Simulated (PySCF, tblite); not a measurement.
# C4H6BO2 radical: geometry, infrared bands and EPR parameters

Aim: predict the infrared bands and EPR parameters of C4H6BO2 radical (`C=[C][C@H]1COBO1`).

Programs: tblite 0.8.0 and PySCF 2.14.0, with density-fitted response routines of our own. Each step states its level of theory. These are calculated values for one molecule in the gas phase, unless marked as measured. Atoms are numbered from 0 throughout.

### Step 1. The molecule as given

13 atoms, charge 0, multiplicity 2; geometry from: force field or distance geometry start.

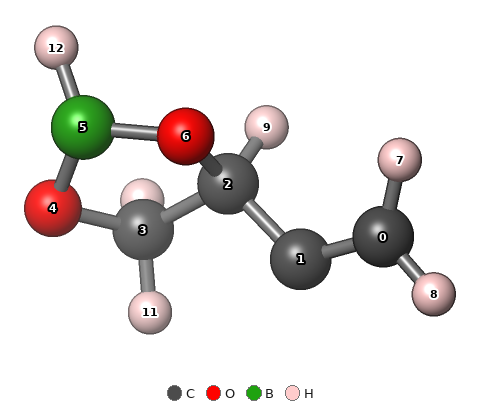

As it starts; carbon dark grey, oxygen red, boron green, hydrogen pink, atoms numbered; sticks join atoms by distance.

### Step 2. Relaxing the molecule with GFN2-xTB

Job settings and geometry (Å):

```
{"job": {"kind": "relax", "xc": "GFN2-xTB", "basis": "xTB"}, "charge": 0, "multiplicity": 2}
C      2.378200     0.705500     0.590400
C      1.398500    -0.206500     0.609900
C      0.063400     0.027600     0.005600
C     -0.842200    -1.215900     0.101600
O     -2.008700    -0.873400     0.808800
B     -1.957200     0.574900     0.712000
O     -0.590900     1.081700     0.669500
H      2.217200     1.676100     0.119600
H      3.333600     0.489700     1.050100
H      0.188000     0.304200    -1.065300
H     -1.111500    -1.598900    -0.905800
H     -0.342200    -2.055300     0.657800
H     -2.730500     1.090700    -0.007900
```

Started as:

```sh
$ OMP_NUM_THREADS=1 python probes_run.py task.json out
```

This one command runs all jobs of the session in turn.

The program printed:

```text
step      E/eV     max force
  0    -568.47152    2.912
  1    -568.78595    2.416
  2    -568.94334    1.420
  3    -569.03582    1.329
  4    -569.24794    1.440
  5    -569.39994    0.961
  6    -569.51299    1.093
  7    -569.60088    0.851
  8    -569.72255    0.812
  9    -569.79337    0.918
 10    -569.89179    0.910
 11    -569.95096    0.553
 12    -569.98189    0.451
 13    -569.99738    0.468
 14    -570.01441    0.386
 15    -570.03293    0.376
 16    -570.04568    0.245
 17    -570.05126    0.168
 18    -570.05680    0.202
 19    -570.06274    0.254
 20    -570.07057    0.286
 21    -570.07969    0.307
 22    -570.08775    0.183
 23    -570.09211    0.149
 24    -570.09405    0.109
 25    -570.09531    0.092
 26    -570.09629    0.081
 27    -570.09709    0.077
 28    -570.09785    0.087
 29    -570.09872    0.086
 30    -570.09979    0.073
 31    -570.10095    0.091
 32    -570.10223    0.129
 33    -570.10382    0.137
 34    -570.10579    0.128
 35    -570.10779    0.110
 36    -570.10937    0.079
 37    -570.11053    0.082
 38    -570.11151    0.096
 39    -570.11237    0.068
 40    -570.11300    0.067
 41    -570.11350    0.069
 42    -570.11410    0.079
 43    -570.11491    0.096
 44    -570.11580    0.072
 45    -570.11648    0.055
 46    -570.11690    0.058
 47    -570.11726    0.059
 48    -570.11765    0.045
 49    -570.11807    0.038
 50    -570.11833    0.039
 51    -570.11878    0.077
 52    -570.11965    0.125
 53    -570.12144    0.180
 54    -570.12405    0.254
 55    -570.12695    0.285
 56    -570.13082    0.220
 57    -570.13307    0.113
 58    -570.13094    0.473
 59    -570.13700    0.143
 60    -570.13873    0.119
 61    -570.13976    0.355
 62    -570.14258    0.059
 63    -570.14332    0.067
 64    -570.14394    0.201
 65    -570.14465    0.100
 66    -570.14522    0.038
 67    -570.14576    0.071
 68    -570.14608    0.042
 69    -570.14630    0.047
 70    -570.14657    0.060
 71    -570.14678    0.048
 72    -570.14701    0.036
 73    -570.14727    0.039
 74    -570.14756    0.033
 75    -570.14785    0.039
 76    -570.14812    0.037
 77    -570.14833    0.040
 78    -570.14817    0.098
 79    -570.14857    0.049
 80    -570.14865    0.039
 81    -570.14889    0.034
 82    -570.14899    0.034
 83    -570.14923    0.044
 84    -570.14937    0.036
 85    -570.14953    0.036
 86    -570.14975    0.040
 87    -570.15010    0.044
 88    -570.15052    0.059
 89    -570.15075    0.070
 90    -570.15110    0.069
 91    -570.15127    0.038
 92    -570.15150    0.026
 93    -570.15161    0.036
 94    -570.15178    0.035
 95    -570.15190    0.032
 96    -570.15198    0.027
 97    -570.15205    0.027
 98    -570.15209    0.024
 99    -570.15213    0.023
100    -570.15217    0.017
101    -570.15222    0.015
102    -570.15227    0.024
103    -570.15230    0.027
104    -570.15233    0.021
105    -570.15235    0.009
```

It took 0.43 s on 1 thread of Arm Neoverse V2, shared host.

Along the way: (not every step is listed)

| step | energy from step 0 (eV) | largest force (eV/Å) |
| --- | --- | --- |
| 0 | 0.0000 | 2.9117 |
| 1 | -0.3144 | 2.4155 |
| 2 | -0.4718 | 1.4202 |
| 3 | -0.5643 | 1.3292 |
| 4 | -0.7764 | 1.4395 |
| 5 | -0.9284 | 0.9608 |
| 6 | -1.0415 | 1.0925 |
| 7 | -1.1294 | 0.8510 |
| 8 | -1.2510 | 0.8122 |
| 17 | -1.5797 | 0.1680 |
| 26 | -1.6248 | 0.0812 |
| 35 | -1.6363 | 0.1102 |
| 44 | -1.6443 | 0.0724 |
| 53 | -1.6499 | 0.1801 |
| 62 | -1.6711 | 0.0587 |
| 71 | -1.6753 | 0.0475 |
| 80 | -1.6771 | 0.0393 |
| 89 | -1.6792 | 0.0698 |
| 98 | -1.6806 | 0.0242 |
| 100 | -1.6806 | 0.0170 |
| 101 | -1.6807 | 0.0153 |
| 102 | -1.6807 | 0.0242 |
| 103 | -1.6808 | 0.0270 |
| 104 | -1.6808 | 0.0206 |
| 105 | -1.6808 | 0.0090 |

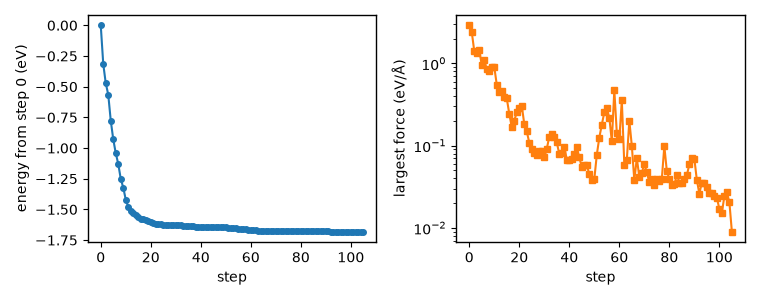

Energy and largest force along the relaxation.

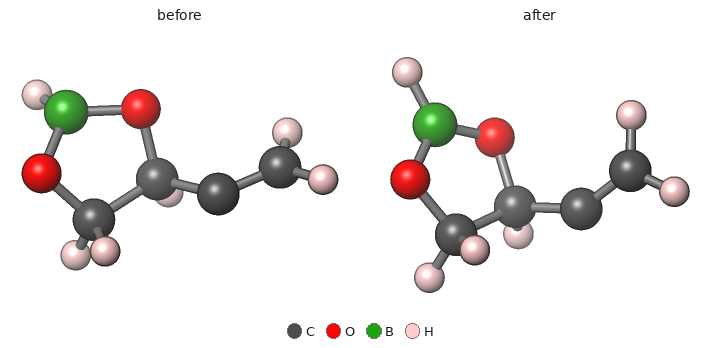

Before and after, at one scale.

Close pairs (by a distance rule), those that changed most:

```
  bond  before (Å)  after (Å)  change (Å)
 B5–O6       1.458      1.354      -0.104
 O4–B5       1.452      1.357      -0.096
 C0–C1       1.339      1.291      -0.047
C3–H11       1.124      1.095      -0.030
 C2–O6       1.407      1.437      +0.029
 C1–C2       1.484      1.459      -0.025
 C2–C3       1.541      1.559      +0.017
C3–H10       1.111      1.094      -0.017
```

The next job starts from the end point, and lists it.

### Step 3. Harmonic vibrations with GFN2-xTB

Job settings and geometry (Å):

```
{"job": {"kind": "ir", "xc": "GFN2-xTB", "basis": "xTB"}, "charge": 0, "multiplicity": 2}
C      2.201219     0.728417     0.783779
C      1.420123    -0.026576     0.085380
C      0.079542    -0.097055    -0.486152
C     -0.751944    -1.277691     0.100349
O     -1.870493    -0.672754     0.711657
B     -1.787501     0.671479     0.548391
O     -0.697031     1.064246    -0.151597
H      1.918002     1.719475     1.142592
H      3.202226     0.424955     1.053578
H      0.143050    -0.149775    -1.581059
H     -1.096519    -1.968418    -0.674755
H     -0.185218    -1.830421     0.856479
H     -2.579844     1.414603     0.957855
```

The program printed:

```text
mode    cm-1     km/mol
  1      53.8      1.88
  2     102.4      3.89
  3     161.2      3.96
  4     295.5      0.58
  5     361.5     11.86
  6     472.9      7.82
  7     528.1     11.65
  8     698.3      5.77
  9     742.7      6.52
 10     767.5     73.71
 11     835.2     10.67
 12     863.3     33.31
 13     890.2      5.75
 14     939.1     46.69
 15     959.3     14.33
 16    1010.3      0.94
 17    1036.1     17.67
 18    1041.8     11.33
 19    1129.3    120.27
 20    1159.4    276.01
 21    1167.6     11.61
 22    1228.1     94.80
 23    1268.2      4.78
 24    1297.0     76.14
 25    1350.9      6.94
 26    1467.9      1.02
 27    1814.6     36.12
 28    2732.5    104.54
 29    2876.3      4.08
 30    2878.7     29.54
 31    2926.3     37.30
 32    2944.5     32.99
 33    3047.4      7.78
```

Wall time 0.24 s (1 thread of Arm Neoverse V2, shared host).

The strongest bands and the atoms that carry them (share of the mass-weighted mode):

```
cm⁻¹  km/mol                               atoms
 768    73.7                   H12 67 %, B5 30 %
 939    46.7          C2 25 %, O6 20 %, H12 13 %
1129   120.3  B5 33 %, O4 22 %, O6 16 %, H9 12 %
1159   276.0  B5 42 %, O4 16 %, H9 14 %, C3 10 %
1228    94.8  H9 54 %, B5 12 %, C2 12 %, O6 11 %
1297    76.1         H11 34 %, H10 26 %, C3 12 %
2732   104.5                            H12 91 %
2926    37.3                  H11 57 %, H10 33 %
```

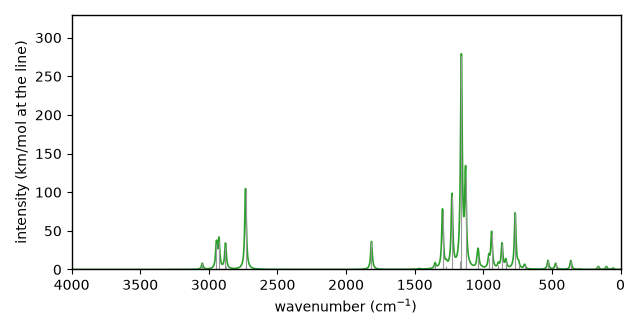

The infrared spectrum from these modes, unscaled. Lines are broadened to a width of 14 cm⁻¹ (Lorentzian).

### Step 4. EPR parameters: B3LYP/pcH-1

The job, as its differences from that of step 3:

```diff
@@ -1,2 +1,2 @@
-{"job": {"kind": "ir", "xc": "GFN2-xTB", "basis": "xTB"}, "charge": 0, "multiplicity": 2}
+{"job": {"kind": "epr", "basis": "pcH-1"}, "charge": 0, "multiplicity": 2}
 C      2.201219     0.728417     0.783779
```

With the program's defaults for keys left out, this is: UKS B3LYP, pcH-1 on B C H O, non-relativistic, mean-field spin-orbit, GIAO.

The program printed:

```text
UKS, coarse grid
  cycle   1  E = -331.19641294  |g| = 6.29e-01
  cycle   2  E = -330.97237634  |g| = 1.01e+00
  cycle   3  E = -331.33377763  |g| = 8.62e-02
  cycle   4  E = -331.33636450  |g| = 4.94e-02
  cycle   5  E = -331.33754458  |g| = 1.77e-02
  cycle   6  E = -331.33769889  |g| = 4.88e-03
  cycle   7  E = -331.33772277  |g| = 1.84e-03
  cycle   8  E = -331.33773196  |g| = 1.22e-03
  cycle   9  E = -331.33773396  |g| = 7.38e-04
UKS, final grid
  cycle   1  E = -331.33774561  |g| = 1.20e-03
  cycle   2  E = -331.33774442  |g| = 2.27e-03
  cycle   3  E = -331.33774632  |g| = 1.33e-04
  cycle   4  E = -331.33774638  |g| = 1.20e-04
  cycle   5  E = -331.33774640  |g| = 3.52e-05
  cycle   6  E = -331.33774640  |g| = 7.16e-06
E = -331.33774640 Eh   <S^2> = 0.7584 (exact 0.7500)
g shifts (ppm)      1          2          3
  rmc          -161       -161       -161
  gc             40          8         27
  oz_so        -569       -102        648
  total        -690       -255        514
hyperfine (MHz)  atom isotope    a_iso     a_fc   dipolar eigenvalues
    0   13C     -14.28     -14.28    -17.86      2.46     15.40
    1   13C     263.68     263.68    -80.84    -60.87    141.71
    2   13C      51.75      51.75     -4.70     -3.10      7.80
    3   13C      11.39      11.39     -1.72     -1.40      3.12
    4   17O       0.56       0.56     -1.36      0.46      0.90
    5   11B      -1.29      -1.29     -1.36     -0.47      1.82
    6   17O     -38.55     -38.55    -20.02      9.73     10.29
    7    1H     182.15     182.15     -4.78     -1.81      6.59
    8    1H     121.92     121.92     -6.42     -5.22     11.64
    9    1H       9.56       9.56     -7.62     -4.49     12.11
   10    1H      -1.12      -1.12     -2.38     -1.88      4.27
   11    1H      -1.01      -1.01     -4.97     -3.46      8.43
   12    1H       9.12       9.12     -1.33     -0.95      2.27
```

Wall time 50 s (1 thread of Arm Neoverse V2, shared host); peak memory 0.85 GiB.

Principal g values 2.00163, 2.00206, 2.00283; g(iso) = 2.00218, against 2.00232 for a free electron.

Hyperfine couplings, nucleus by nucleus at this fixed geometry (no averaging over rotations):

```csv
nuclei,isotope,a(iso) (MHz),"a(iso) (G, at g = 2.0023)",largest dipolar term (MHz)
C1,13C,263.7,94.1,141.7
H7,1H,182.1,65.0,6.6
H8,1H,121.9,43.5,11.6
C2,13C,51.7,18.5,7.8
O6,17O,-38.6,-13.8,-20.0
C0,13C,-14.3,-5.1,-17.9
C3,13C,11.4,4.1,3.1
H9,1H,9.6,3.4,12.1
H12,1H,9.1,3.3,2.3
B5,11B,-1.3,-0.5,1.8
H10,1H,-1.1,-0.4,4.3
H11,1H,-1.0,-0.4,8.4
O4,17O,0.6,0.2,-1.4
```

Mulliken spin populations:

C0 -0.16; C1 0.98; C2 -0.02; C3 0.01; O4 0.00; B5 0.00; O6 0.05; H7 0.09; H8 0.05; H9 0.00; H10 0.00; H11 0.00; H12 0.01

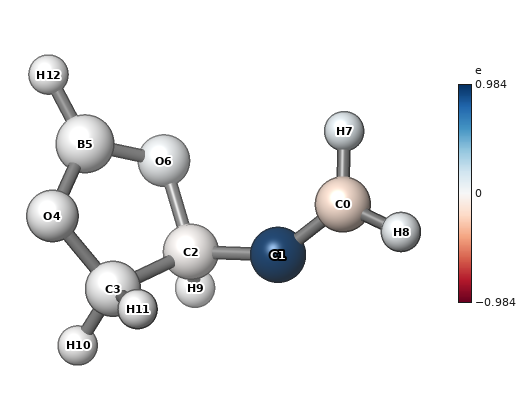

Mulliken spin populations, as colours on the atoms.

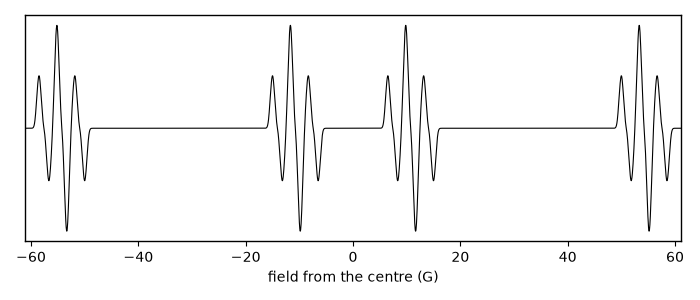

First-order isotropic spectrum (first derivative, main isotopes with spin only, couplings over 0.8 MHz, Gaussian width 0.3 G; couplings of the frozen geometry, rotation of groups not averaged beyond the rows shown).

Orbitals, density, ELF and potential are computed afterwards from the orbital file.

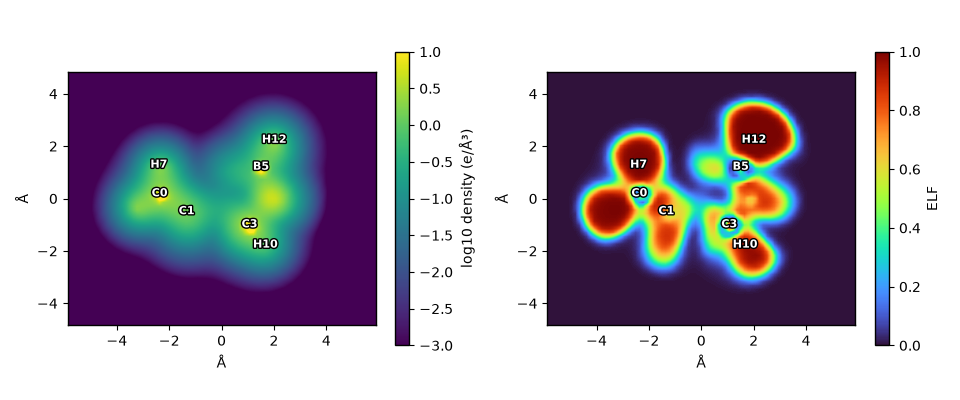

Density (left) and ELF (right) in a plane through or near 7 of the atoms.

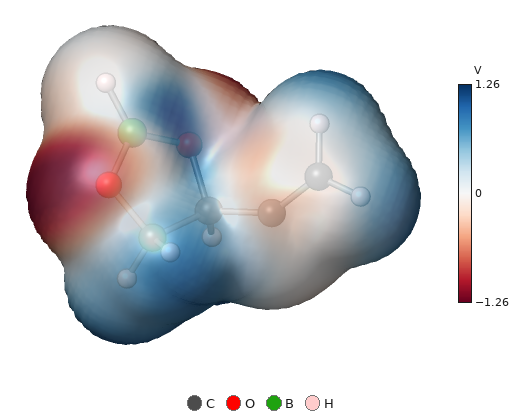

Electrostatic potential on the surface of density 0.002 e/bohr³; red is low, blue high. It runs from -1.26 V near O4 to 1.12 V near H9.

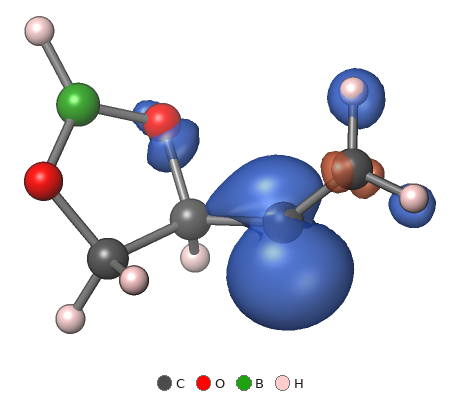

Spin density at ±0.05 e/Å³ (alpha excess blue, beta excess red).

### Step 5. Outcome

| quantity | value |
| --- | --- |
| strongest single infrared mode (GFN2-xTB) | 1159 cm⁻¹, 276 km/mol |
| zero-point energy (GFN2-xTB) | 58.7 kcal/mol |
| g(iso) (B3LYP) | 2.00218 |
| ⟨S²⟩ | 0.758 (exact 0.75) |
| largest a(iso) | 13C on C1, 263.7 MHz |
| potential on the surface of density 0.002 e/bohr³, 1st and 99th percentile | -1.26 V and 1.12 V |

Relaxing lowered the energy by 1.681 eV in 105 steps; the close pair that moved most is B5–O6, from 1.458 to 1.354 Å. No mode is imaginary among the 33: a minimum at this level. The strongest single mode, at 1159 cm⁻¹, is spread over several atoms, B5, O4, H9, C3 among them. Unscaled tight-binding wavenumbers are off by several per cent, some by more. Its intensities can rank the bands wrongly. C1 carries the largest spin population, 0.98 e. The isotropic g lies 0.1 ppt below the free-electron value.
